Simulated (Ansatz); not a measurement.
**Scan of one atom of the cell for BaTiO3 (tetragonal-perovskite type, space group P4mm)**

Relaxed BaTiO3 (tetragonal-perovskite type, space group P4mm):

```
CELL_PARAMETERS angstrom
      3.98546     0.00000     0.00000
      0.00000     3.98546     0.00000
      0.00000     0.00000     4.20133
ATOMIC_POSITIONS crystal
  Ti 0.50000 0.50000 0.45767
  Ba 0.00000 0.00000 0.94044
  O  0.50000 0.50000 0.88899
  O  0.50000 0.00000 0.40945
  O  0.00000 0.50000 0.40945
```

In this cell atom 5 (O, nearest neighbour Ti at 2.003 Å; its periodic images, 4.0 Å or more away, move with it) is moved by s along Cartesian [111], unit vector (0.577, 0.577, 0.577); all other atoms and the cell stay fixed.

Method: PBE (plane waves to 420 eV, PAW, scalar-relativistic; Ansatz, a quantum-chemistry and plane-wave program). k mesh 7×7×6 (Γ-centred), Fermi-Dirac smearing 0.05 eV. The energy includes the smearing's −TS. F⊥ is the part of the force across the line. BaTiO3 is run without spin polarisation. BaTiO3 was relaxed with its symmetry unable to fall. The zero of ΔE is the undisplaced structure.

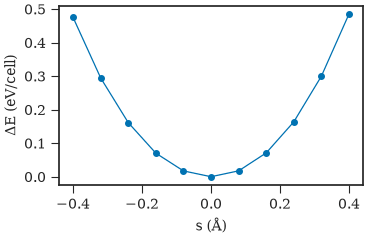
Figure: ΔE (eV/cell) against s (Å); one marker a computed point.

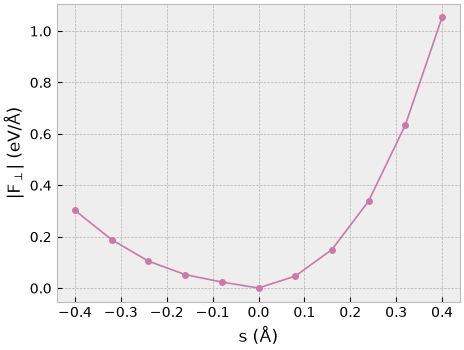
Figure: |F⊥| (eV/Å) against s (Å); one marker a computed point.

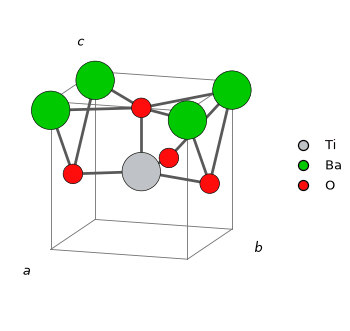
Figure: The cell of the calculation at s = 0.400 Å.

The energy at s = 0.400 Å comes out as 486 meV/cell and the force constant k = d²E/ds² at s = 0 (finite differences) is 5.42 eV/Å². The force along the line at s = -0.400 Å is 2.57 eV/Å. Harmonic estimate at the end of the scan: ½ks² = 433 meV/cell against the computed 486 meV/cell, so the well is stiffer than harmonic there. Shape of the curve: a single well with its minimum at or next to zero displacement.

The forces along the line at the two nearest points give (0.436 − (-0.440)) / (2·0.080) = 5.47 eV/Å²; the next pair corrects for the finite step.

(A displaced cell: forces are minus the slopes of the energy, force constants its curvatures, and phonons follow from these.)
